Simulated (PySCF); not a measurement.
SMILES Fc1ccsc1-c1c(F)cccc1F at its GFN2-xTB optimised geometry (Å):

```
19

F     -1.0712     2.4580     0.0004
C      0.1773     1.9832     0.0002
C      1.2453     2.9020     0.0001
C      2.4492     2.2778     0.0000
S      2.2927     0.5779    -0.0001
C      0.5452     0.6529     0.0000
C     -0.2343    -0.5758     0.0000
C      0.3835    -1.8383     0.0000
F      1.7300    -1.9227     0.0000
C     -0.2997    -3.0372     0.0000
C     -1.6820    -3.0372     0.0000
C     -2.3481    -1.8274     0.0000
C     -1.6380    -0.6408     0.0000
F     -2.3774     0.4759     0.0000
H      1.0908     3.9649     0.0002
H      3.4251     2.7200    -0.0001
H      0.2684    -3.9534     0.0000
H     -2.2302    -3.9649     0.0000
H     -3.4251    -1.7747     0.0000
```

Calculation: PBE0/def2-SVP run with PySCF. Cells within 0.4 Å of a nucleus heavier than hydrogen are left out (blank, or x).

Map of the Laplacian of the electron density (e/bohr⁵), clipped to [-1.50, 1.50] on the plane z = 0.0 Å:

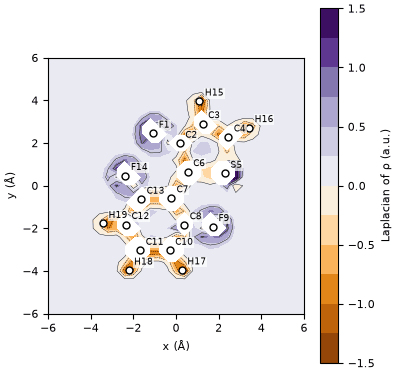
Fig. 1. Laplacian of the electron density (e/bohr⁵), clipped to [-1.50, 1.50] on the plane z = 0.0 Å.
